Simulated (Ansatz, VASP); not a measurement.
# GdY: VASP beside Ansatz

One calculation is typed for both programs; each brings its own data sets and cutoff. How far apart do they land? The cell is invented: As first built, before any earlier steps moved the atoms: it takes the YSb structure with some of its atoms replaced by other elements, volume scaled by an estimate. It may not be a known or stable phase. The cell comes out of the VASP series on this material, whose earlier steps may have relaxed, scaled or displaced it; both programs get it as it stands.

Program: Ansatz 0.2.0. Level of theory: plane waves, with VASP 6.6.1 beside it; relaxation of cell and atoms at LDA. Results are calculated unless marked as measured.

## 1. Set-up

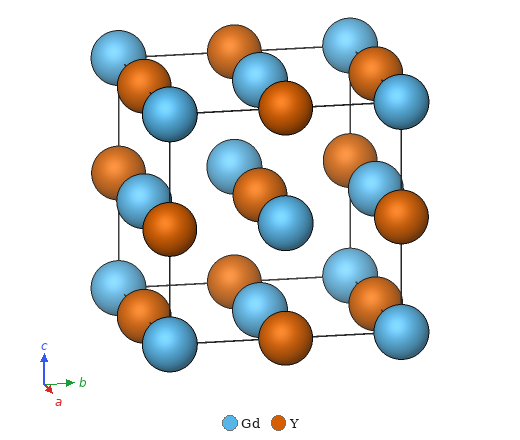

Start, viewed slightly off an axis; gadolinium blue, yttrium orange. This picture shows the conventional cell, with its axes. Some periodic images of atoms are drawn too.

Structure file:

```
Gd Y
1.0
     0.00000    3.10493    3.10493
     3.10493    0.00000    3.10493
     3.10493    3.10493    0.00000
Gd Y
1 1
Direct
  0.00000 0.00000 0.00000
  0.50000 0.50000 0.50000
```

## 2. Ansatz: relaxation of cell and atoms, LDA

Ansatz runs on its default PAW (the set named soft_2) files.

The relaxed volume is the usual yardstick between codes: its relative difference is about their pressure difference at one cell divided by the bulk modulus.

Input file input.yaml:

```yaml
crystal:
  lattice:
    - [0.0, 3.1049349179, 3.1049349179]
    - [3.1049349179, 0.0, 3.1049349179]
    - [3.1049349179, 3.1049349179, 0.0]
  atoms:
    - { symbol: Gd, position: [0.0, 0.0, 0.0], spin: 7.0 }
    - { symbol: "Y", position: [0.5, 0.5, 0.5] }
hamiltonian:
  xc: lda
  pseudopotentials: { kind: paw }
magnetization:
  spin_polarized: true
kpoints:
  mp_grid: { grid: [6, 6, 6] }
scf:
  occupations: { method: methfessel_paxton, width: 0.2 }
relax:
  f_tol: 0.01
  max_steps: 60
  cell: { stress_tol: 0.05 }
output:
  forces: true
  stress: true
  write_density: true
  write_potential: true
  elf: true
  volumetric_format: npy
```

Run with:

```sh
> ansatz run input.yaml --threads 4 --pin off --max-ram 9216MiB --backend cpu --events-out ev --progress --plain --runs-dir out
```

Numbers of over 12 decimals in the logs are rounded to 6 here.

The log of the run:

```text
Engine: ansatz 0.2.0, x86_64-unknown-linux-gnu
Pseudopotentials: kind: paw
Pseudopotential: Gd, paw, valence charge 18, recommended cutoff 420 eV (normal), Gd.paw.azcp
Pseudopotential: Y, paw, valence charge 11, recommended cutoff 420 eV (normal), Y.paw.azcp
Functional definition: SPW92
  exchange = slater_x
  correlation = pw_c
Crystal: 2 atoms, lattice volume = 59.867 Å³
Basis set: ecut = 420 eV, 1211 PW (Γ)
Bands: 22, of which v1, the nominal top of the filled ones, is band 15 counted from 1 (14 counted from 0)
Symmetry: 48 space group operations
Space group: Fm-3m (ITA 225), of the structure as read, at distance tolerance 3.9e-5 Å
Magnetic group: BNS 225.116 (UNI 1618), of the structure as read, at distance tolerance 3.9e-5 Å
k-points: 16 of 216
Non-local potential: Gd, projectors of the file, l = 0: 3, l = 1: 2, l = 2: 2, l = 3: 3
Non-local potential: Y, projectors of the file, l = 0: 3, l = 1: 2, l = 2: 2, l = 3: 1
PAW form: soft (Blöchl's): semilocal exchange-correlation on the pseudo side does not see the compensation charge
PAW frozen core: Gd, regenerated for the run's functional, and the local potential with it (the file was generated under x = pbe(κ = 0.804, μ = 0.219515), c = pbe(β = 0.066725))
PAW frozen core: Y, regenerated for the run's functional, and the local potential with it (the file was generated under x = pbe(κ = 0.804, μ = 0.219515), c = pbe(β = 0.066725))
PAW one-centre angular grid: Gd, 590 points (default); XC on 64 Gauss nodes
PAW one-centre angular grid: Y, 590 points (default); XC on 64 Gauss nodes
Initial density: superposition of atomic densities (chi_scale 0.1, normalization cell)
Starting moments: Σ|m| = 7 μB on 1 of 2 sites
Initial wavefunctions: pseudopotential atomic-orbital guess
Functional: x = slater, c = lda
iter 1 solved again at ethr=6.74e-4 eV; its pass at ethr=3.10e-3 eV (dr2=1.96e-1 eV) is discarded
SCF iter   1: F=—  HF=-12870.916687 eV  |F-HF|=—  |Δ(HF+E_count)|=         —  Δρ=1.85e-2 (↑4.53e-3 ↓1.85e-2)  dr2=1.93e-1  dr2_m=5.33e-2  M=7.237 μB ∫|m|=7.242 μB  β_m=0.30  ethr=6.74e-4  ⟨swp⟩=1.0  Hψ=3738  notcnv=0
Mixer restart at iter 1: flushing history
preconditioner: auto → Kerker (q_TF=auto, 2.418 Å⁻¹)  [metal: Δε(μ)=0.052 eV  Ē_g=13.038 eV  σ=0.200 eV  W_gap=0.15  n_scr=14 (ndim 8)  ℏωp=24.0 eV  f_vac=0.000  D(μ)=5.50/eV (n_scr^D=64)]
spin=Collinear: Kerker preconditioning applied to the charge; magnetization (m = ρ↑ − ρ↓) channel mixes plain (no charge-response kernel on spin).
SCF iter   2: F=—  HF=-12870.942733 eV  |F-HF|=—  |Δ(HF+E_count)|=   2.60e-2  Δρ=1.55e-2 (↑3.85e-3 ↓1.55e-2)  dr2=1.27e-1  dr2_m=4.08e-2  M=7.298 μB ∫|m|=7.302 μB  β_m=0.44  ethr=6.64e-4  ⟨swp⟩=1.5  Hψ=752  notcnv=0
SCF iter   3: F=—  HF=-12871.012033 eV  |F-HF|=—  |Δ(HF+E_count)|=   6.93e-2  Δρ=6.65e-3 (↑2.01e-3 ↓6.65e-3)  dr2=2.25e-2  dr2_m=8.37e-3  M=7.542 μB ∫|m|=7.544 μB  β_m=0.72  ethr=4.36e-4  ⟨swp⟩=2.0  Hψ=1438  notcnv=0
SCF iter   4: F=—  HF=-12871.042973 eV  |F-HF|=—  |Δ(HF+E_count)|=   3.09e-2  Δρ=1.99e-3 (↑1.99e-3 ↓1.18e-3)  dr2=1.19e-3  dr2_m=1.02e-3  M=7.732 μB ∫|m|=7.734 μB  β_m=0.65  ethr=7.77e-5  ⟨swp⟩=2.0  Hψ=1345  notcnv=0  defer=1
SCF iter   5: F=—  HF=-12871.043156 eV  |F-HF|=—  |Δ(HF+E_count)|=   1.83e-4  Δρ=6.57e-4 (↑6.57e-4 ↓6.44e-4)  dr2=3.42e-5  dr2_m=2.18e-4  M=7.788 μB ∫|m|=7.789 μB  β_m=0.82  ethr=4.09e-6  ⟨swp⟩=2.5  Hψ=1337  notcnv=0
SCF iter   6: F=—  HF=-12871.043975 eV  |F-HF|=—  |Δ(HF+E_count)|=   8.19e-4  Δρ=3.67e-4 (↑3.67e-4 ↓3.17e-4)  dr2=1.21e-5  dr2_m=6.17e-5  M=7.827 μB ∫|m|=7.828 μB  β_m=0.91  ethr=1.18e-7  ⟨swp⟩=2.1  Hψ=1270  notcnv=0
SCF iter   7: F=—  HF=-12871.002248 eV  |F-HF|=—  |Δ(HF+E_count)|=         —  Δρ=5.59e-3 (↑1.31e-3 ↓5.59e-3)  dr2=1.75e-2  dr2_m=4.73e-3  M=7.948 μB ∫|m|=7.949 μB  β_m=0.91  ethr=4.18e-8  ⟨swp⟩=2.1  Hψ=1274  notcnv=0
Mixer restart at iter 7: flushing history
iteration 7: the input's own smearing fills from here on; a Gaussian of 0.2 eV has filled iterations ahead of it
SCF iter   8: F=—  HF=-12871.032924 eV  |F-HF|=—  |Δ(HF+E_count)|=   3.07e-2  S|Δr|=    0.00e0  Δρ=2.61e-2 (↑4.26e-3 ↓2.61e-2)  dr2=4.59e-1  dr2_m=7.95e-2  M=7.640 μB ∫|m|=7.642 μB  β_m=0.42  ethr=4.18e-8  ⟨swp⟩=4.2  Hψ=2357  notcnv=0  recentre
SCF iter   9: F=—  HF=-12871.001594 eV  |F-HF|=—  |Δ(HF+E_count)|=   3.13e-2  S|Δr|=    0.00e0  Δρ=4.68e-3 (↑1.05e-3 ↓4.68e-3)  dr2=1.26e-2  dr2_m=3.19e-3  M=7.956 μB ∫|m|=7.957 μB  β_m=0.28  ethr=4.18e-8  ⟨swp⟩=4.1  Hψ=2464  notcnv=0
SCF iter  10: F=—  HF=-12870.999882 eV  |F-HF|=—  |Δ(HF+E_count)|=   1.71e-3  S|Δr|=    0.00e0  Δρ=2.62e-3 (↑6.62e-4 ↓2.62e-3)  dr2=3.22e-3  dr2_m=1.21e-3  M=7.950 μB ∫|m|=7.951 μB  β_m=0.20  ethr=4.18e-8  ⟨swp⟩=3.2  Hψ=1690  notcnv=0
SCF iter  11: F=—  HF=-12870.999736 eV  |F-HF|=—  |Δ(HF+E_count)|=   1.46e-4  S|Δr|=    0.00e0  Δρ=1.58e-3 (↑3.27e-4 ↓1.58e-3)  dr2=1.38e-3  dr2_m=3.67e-4  M=7.959 μB ∫|m|=7.960 μB  β_m=0.73  ethr=4.18e-8  ⟨swp⟩=2.3  Hψ=1318  notcnv=0
SCF iter  12: F=—  HF=-12870.999526 eV  |F-HF|=—  |Δ(HF+E_count)|=   2.10e-4  S|Δr|=    0.00e0  Δρ=1.27e-4 (↑4.48e-5 ↓1.27e-4)  dr2=1.06e-5  dr2_m=2.30e-6  M=7.958 μB ∫|m|=7.960 μB  β_m=0.86  ethr=4.18e-8  ⟨swp⟩=2.9  Hψ=1461  notcnv=0
SCF iter  13: F=—  HF=-12870.999530 eV  |F-HF|=—  |Δ(HF+E_count)|=   3.84e-6  S|Δr|=    0.00e0  Δρ=1.58e-4 (↑5.02e-5 ↓1.58e-4)  dr2=9.84e-6  dr2_m=5.27e-6  M=7.957 μB ∫|m|=7.958 μB  β_m=0.90  ethr=3.65e-8  ⟨swp⟩=2.0  Hψ=1159  notcnv=0
SCF iter  14: F=—  HF=-12870.999531 eV  |F-HF|=—  |Δ(HF+E_count)|=   4.48e-7  S|Δr|=    0.00e0  Δρ=1.01e-4 (↑1.56e-5 ↓1.01e-4)  dr2=6.12e-6  dr2_m=1.37e-6  M=7.957 μB ∫|m|=7.958 μB  β_m=0.71  ethr=3.39e-8  ⟨swp⟩=2.2  Hψ=1113  notcnv=0
SCF iter  15: F=—  HF=-12870.999530 eV  |F-HF|=—  |Δ(HF+E_count)|=   7.20e-7  S|Δr|=    0.00e0  Δρ=4.87e-5 (↑6.18e-6 ↓4.87e-5)  dr2=1.43e-6  dr2_m=3.21e-7  M=7.957 μB ∫|m|=7.959 μB  β_m=0.49  ethr=2.11e-8  ⟨swp⟩=1.0  Hψ=704  notcnv=0
SCF iter  16: F=-12870.999530 eV  HF=-12870.999530 eV  |F-HF|=1.38e-8  |Δ(HF+E_count)|=   2.23e-7  S|Δr|=    0.00e0  Δρ=5.33e-6 (↑1.37e-6 ↓5.33e-6)  dr2=1.58e-8  dr2_m=5.06e-9  M=7.957 μB ∫|m|=7.959 μB  ethr=3.45e-10  ⟨swp⟩=6.6  Hψ=4500  notcnv=0
SCF 1 converged in 16 iterations: F = -12870.999530 eV  dr2 = 1.58e-8
  greatest PAW one-centre occupation: 0.998 electrons in one spin orbital (limit 2), on the Gd atom at site 0 (counted from 0), in its partial waves of l = 0
relax step   1: F+E_penalty+E_count = -12870.99952964 eV  Δ(F+E_penalty+E_count) = +0.000e0 eV  max|allowed force component| = 1.714e-29 eV/Å  Δτ_max = 0.0000 Å  P = +0.213 GPa  Ω = 59.867 Å³  (16 SCF iters, dr2 threshold 1.00e-7 eV, accepted)
[...]
relax step   2: F+E_penalty+E_count = -12870.99972851 eV  Δ(F+E_penalty+E_count) = -1.989e-4 eV  max|allowed force component| = 4.865e-30 eV/Å  Δτ_max = 0.0000 Å  P = +0.011 GPa  Ω = 60.234 Å³  energy of the carried Pulay correction = -5.599e-5 eV  (6 SCF iters, dr2 threshold 1.13e-7 eV, accepted)
[...]
relax step   3: F+E_penalty+E_count = -12870.99978904 eV  Δ(F+E_penalty+E_count) = -6.053e-5 eV  max|allowed force component| = 7.100e-30 eV/Å  Δτ_max = 0.0000 Å  P = +0.012 GPa  Ω = 60.234 Å³  stress off target by 1.20e-2 GPa  SCF on the basis re-selected at this cell (its energy is not comparable with the rows above)  (7 SCF iters)
basis re-selected at this cell: Δ(F+E_penalty+E_count) = -6.053e-5 eV, ΔP = +0.001 GPa vs the last step (what re-selecting the basis moved, of the pressure what is left beyond the Pulay correction that the steps carried, after the strain that the cell walked since its last selection, with what the two solves' SCF thresholds leave and, on support functions, any second-order correction that the steps lacked; it is no m [...]
SCF converged after 7 iterations
Stability not checked: this state was not tested for a lower state beside it, because cold or Methfessel-Paxton smearing, or corrected tetrahedra, fill the levels in a way that the test cannot read (fill_not_monotonic; see scf.lower_state_search)
Magnetization: 7.9623 μB (18.4811 up, 10.5189 down)
Absolute magnetization: 7.9637 μB (∫|ρ↑−ρ↓|, with the PAW one-centre terms)
Spin contamination: 0.0185 ħ² per cell (⟨S²⟩ above its minimum at these occupations)
Per-site moments (μB) at R_I (Å): [(7.258067, 1.283395), (0.276414, 1.283395)]
Free energy (F): -12870.999789 eV
Harris-Foulkes:  -12870.999789 eV  (|F-HF|=3.64e-12)
Internal energy: -12871.020737 eV  (E = F + TS)
E sigma→0 (E₀):  -12871.005026 eV
Entropy (-TS):   0.020948 eV (10.474 meV/atom)
Fermi energy:    11.642627 eV
--- Per-component energies (eV) ---
  E_band       = -137.177654
  E_kinetic    = 713.916573
  E_local      = -2823.504317  (includes V_loc(G=0)·N_el)
  E_nonlocal   = 352.590957
  E_hartree    = 1119.360091
  E_xc         = -403.676735
  E_vxc        = -451.970177  (∫ρ·V_xc dr)
  E_paw        = -8971.301415  (= ΣΔE_a)
  E_vpaw       = -166.930898  (= ΣTr[D̂ρ^β])
  E_aug_tail   = 0.000002  (compensation charges beyond the density's cutoff)
  E_ewald      = -2860.014511
  E_core_change = 1.608619  (= ΣΔE_core)
  E_smearing   = 0.020948  (= −TS)
  E_closure    = -0.000000  (closes the sum)
  Σ components = -12870.999789   (vs F -12870.999789, Δ=0.00e0)
--- Forces (eV/Å), atoms counted from 1 ---
  atom   1  Gd     0.00000000    -0.00000000    -0.00000000
  atom   2  Y      0.00000000     0.00000000    -0.00000000
  max |Σ_I F_I| component: 1.53e-29 eV/Å
--- Stress (GPa, compression-positive) ---
        0.011969       0.000000      -0.000000
        0.000000       0.011969      -0.000000
       -0.000000      -0.000000       0.011969
  P = ⅓ Tr σ = 0.0120 GPa (0.120 kbar)
--- Band table (eV; the first three rows and the last of 32) ---
  k-point 0 ↑: bands = [... 11 lower, 7.0853, 7.0977, 7.1349, 7.1349, 7.1349, 10.3927, 10.3927, 10.5021, ... 3 higher]
  k-point 1 ↑: bands = [... 11 lower, 7.1035, 7.1210, 7.1210, 7.1354, 7.3765, 10.4404, 10.7340, 10.7340, ... 3 higher]
  k-point 2 ↑: bands = [... 11 lower, 7.0984, 7.0984, 7.1180, 7.1364, 8.6719, 10.3988, 11.6519, 11.6519, ... 3 higher]
  k-point 15 ↓: bands = [... 11 lower, 11.8264, 11.9920, 12.0311, 12.0447, 12.1329, 12.1419, 12.1889, 12.2789, ... 3 higher]
--- Relaxed structure (2 steps of the walk, 2 accepted, 1 SCFs on fresh bases) ---
  F+E_penalty+E_count = -12870.99978904 eV   max|allowed force component| = 7.100e-30 eV/Å   (the final SCF, on the basis selected at the relaxed cell)
  cell:  # Å, volume = 60.2337 Å³
    - [0, 3.111262, 3.111262]
    - [3.111262, 0, 3.111262]
    - [3.111262, 3.111262, 0]
  atoms:
    - { symbol: Gd, position: [0, 0, 0] }
    - { symbol: Y, position: [0.5, 0.5, 0.5] }
```

Elapsed: 4.8 s, on 4 threads of Intel Xeon Platinum 8488C (Sapphire Rapids), shared host; peak memory 0.45 GiB.

(Continued in part 2 of 2.)

[Lines on the potential files, build, host, timing and source positions are cut from VASP's logs without a mark.]

[Logs are printed without paths, hosts, clocks, repeated set-up lines and the standing remarks that a program may print on its own settings, such as how far it seeks lower states.]

[Hosts, paths, dates, database ids (printed as entryN), source tags and the programs' standing remarks are cut or masked in the printed files.]
